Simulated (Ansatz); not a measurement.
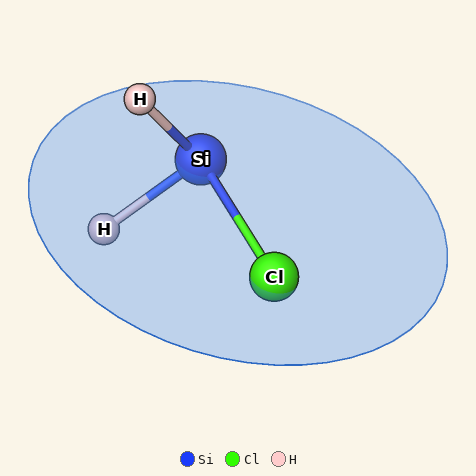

All proper rotation axes (lines) and mirror planes (discs) of the structure are drawn in. Depth is shown by fading: the farther an atom, the more it takes the colour of the background. The species has charge −1 and is a spin singlet. The computed structure is the end point of a PBE-D4/def2-SVPD optimisation. No frequency run is at hand to confirm it as a minimum.

> Name the symmetry elements and the point group.

It has 1 mirror plane. Point group Cs. The group has 2 operations. The geometry is achiral, and symmetry allows a dipole moment.
